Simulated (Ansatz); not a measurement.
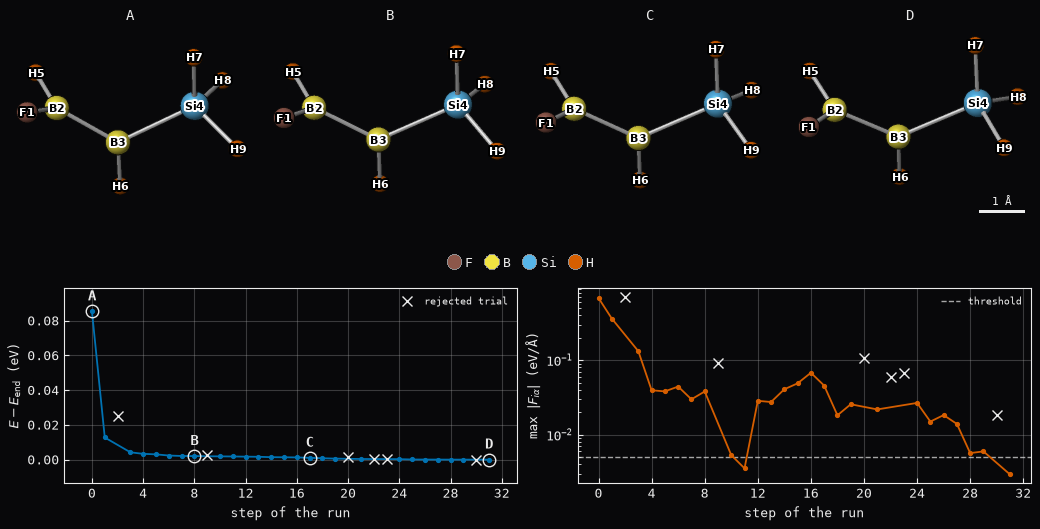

Frames of a relaxation of B2SiH5F, marked on the history of the run. The picture is a ball-and-stick view, seen from a free direction.

Theory: RKS PBE0-D4/def2-TZVP (Ansatz).

Input file:
```yaml
crystal:
  periodic: [false, false, false]
  atoms:
    - {symbol: F, position_ang: [-0.171390, 2.267140, 1.436490]}
    - {symbol: B, position_ang: [-0.455220, 1.663570, 0.287120]}
    - {symbol: B, position_ang: [-0.821050, 0.089390, 0.094370]}
    - {symbol: Si, position_ang: [0.619050, -1.218410, -0.212290]}
    - {symbol: H, position_ang: [-0.346510, 2.386910, -0.652090]}
    - {symbol: H, position_ang: [-1.913380, -0.329150, 0.012700]}
    - {symbol: H, position_ang: [1.985540, -0.783180, 0.117570]}
    - {symbol: H, position_ang: [0.674720, -1.611170, -1.631740]}
    - {symbol: H, position_ang: [0.428240, -2.465100, 0.547870]}
basis:
  gaussian: {orbitals: def2-TZVP}
hamiltonian: {xc: pbe0, dispersion: d4}
relax: {f_tol: 0.005, max_steps: 200}
```

Command:
```bash
ansatz run in.yaml --threads 2 --pin off --events-out ev --progress --plain --max-ram 4352MiB
```

Q: What happens along the run?

A: The largest move after the best rigid fit is that of H8, 0.50 Å. By element the largest moves are H 0.50 Å, F 0.34 Å, B 0.17 Å, Si 0.10 Å. Some distances before and after: B3–Si4 1.969 → 2.013 Å, B2–B3 1.628 → 1.663 Å, B3–H6 1.173 → 1.199 Å, B2–H5 1.190 → 1.210 Å. Among the angles between lasting bonds that change: B3–Si4–H9 112.8° → 104.8°, H7–Si4–H8 105.0° → 108.6°, B2–B3–Si4 119.8° → 123.2°. Groups turn about B3–Si4 by about 30°. After 25 accepted moves (31 points after the start) the energy has fallen by 0.085 eV. Largest force component: 0.68 eV/Å at the start, 0.0029 eV/Å at the end. The line search rejected the trial steps at points 2, 9, 20, 22, 23, 30 of the run. The forces were under the threshold at step 11, but the run went on from there. From step 0 to 8: F1 moves most (0.15 Å), energy −0.083 eV. From step 8 to 17: H atoms move most (0.20 Å), energy −0.001 eV. From step 17 to 31: H9 moves most (0.21 Å), energy −0.001 eV.

```tsv
step	E − E(0), eV	largest force component, eV/Å	note
0	0.0000	0.6817	
1	-0.0726	0.3614	
2	-0.0604	0.7115	rejected
3	-0.0811	0.1319	
4	-0.0820	0.0395	
5	-0.0823	0.0381	
6	-0.0829	0.0443	
7	-0.0832	0.0299	
8	-0.0833	0.0381	
9	-0.0827	0.0930	rejected
10	-0.0834	0.0053	
11	-0.0835	0.0035	
12	-0.0836	0.0285	
13	-0.0837	0.0275	
14	-0.0839	0.0407	
16	-0.0840	0.0678	
17	-0.0843	0.0456	
18	-0.0845	0.0182	
19	-0.0847	0.0256	
20	-0.0840	0.1076	rejected
21	-0.0849	0.0218	
22	-0.0849	0.0589	rejected
23	-0.0849	0.0675	rejected
24	-0.0850	0.0267	
25	-0.0852	0.0150	
27	-0.0853	0.0140	
28	-0.0853	0.0057	
29	-0.0853	0.0060	
30	-0.0853	0.0181	rejected
31	-0.0853	0.0029
```
